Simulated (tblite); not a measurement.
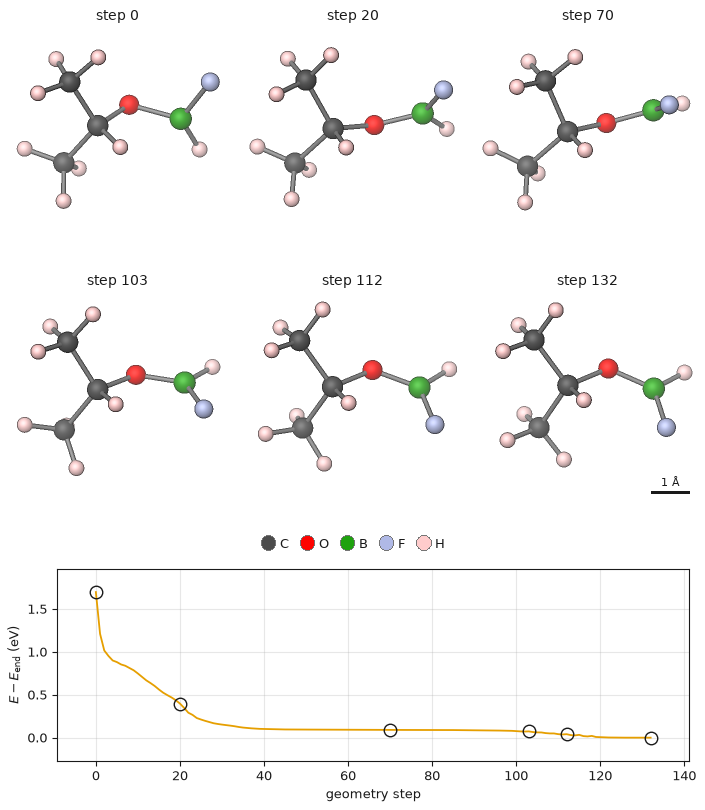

Frames of a relaxation of C3H8BFO, marked on the history of the run. The picture is a ball-and-stick view, seen at a tilt.

The calculation used GFN2-xTB geometry optimisation, gas phase (tblite 0.8.0). 

What happens along the run?

The energy falls by 1.697 eV in 132 geometry steps. The atom that moves furthest after the best rigid fit is the F atom (2.16 Å). Largest moves by element: F 2.16 Å, H 1.18 Å, O 0.34 Å, C 0.31 Å, B 0.20 Å. Some distances before and after: B–O 1.450 → 1.315 Å, B–F 1.442 → 1.339 Å, C–H 1.123 → 1.087 Å, B–H 1.201 → 1.169 Å. Bond angles that change, for instance: C–O–B 107.0° → 124.9°, O–B–H 114.8° → 120.2°, C–C–H 105.0° → 109.8°. Groups turn about B–O by about 85°, C–C by about 70°, C–O by about 30°. The run took 0.94 s on 1 thread of Arm Neoverse N1 (shared host). From step 0 to 20: an H atom moves most (0.71 Å), energy −1.300 eV. From step 20 to 70: an H atom moves most (0.65 Å), energy −0.307 eV. From step 70 to 103: the F atom moves most (1.07 Å), energy −0.017 eV. From step 103 to 112: the F atom moves most (0.45 Å), energy −0.033 eV. From step 112 to 132: an H atom moves most (0.28 Å), energy −0.041 eV.
